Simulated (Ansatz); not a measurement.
Ge2Sb (space group P-3m1, No. 164): the end point of a relaxation with DFT PBE, scalar-relativistic, plane waves, PAW (Ansatz 0.2.0); the starting structure was generated, so it need not be a known form of this composition.

```
Ge Sb
1.0
     4.03021    0.00000    0.00000
    -2.01511    3.49026    0.00000
     0.00000    0.00000    4.91703
Ge Sb
2 1
Cartesian
  0.0000 2.3268 4.2037
  2.0151 1.1634 0.7133
  0.0000 0.0000 2.4585
```

Describe the stacking along c, with columns A (0, 0), B (1/3, 2/3), C (2/3, 1/3) of the hexagonal mesh.

Ge(C) – Sb(A) – Ge(B) (three layers in 4.92 Å).

Ge and Sb layers alone: CAB, the cubic type.

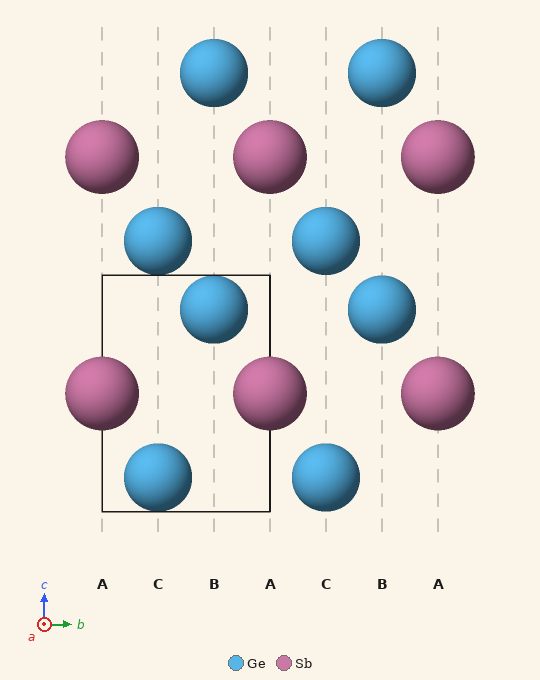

The picture looks along a close-packed row of the hexagonal mesh; c points upwards. The dashed lines mark the three columns A (0, 0), B (1/3, 2/3) and C (2/3, 1/3). The sequence starts with the first layer at or above the cell's origin.
